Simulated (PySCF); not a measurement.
Vertical excitations of a molecule C₆H₆ from TDA-PBE0/def2-SVPD (PySCF), as energy in eV (oscillator strength): 3.48 (0.013), 5.71 (0.439), 6.14 (0.000), 6.36 (0.000), 6.84 (0.000), 6.89 (0.004), 7.03 (0.032), 7.35 (0.006), 7.39 (0.366), 7.42 (0.011). Lowest triplet (TDA): 2.20 eV. Coordinates come from a PBE0-D3(BJ)/def2-SVP optimisation. The values are those of a single conformer.

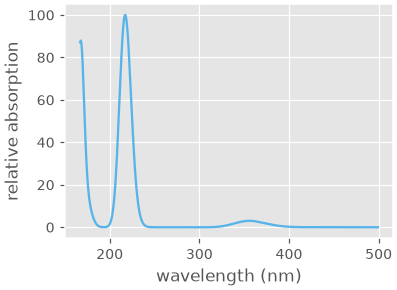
Figure. The lines broadened by 0.4 eV.

Task: Which structure fits?
(A) C=C1C=CC=C1
(B) C=C=CC#CC
(C) C#CC(C)C#C
(D) C#CC(=C)C=C

Result: A, C=C1C=CC=C1
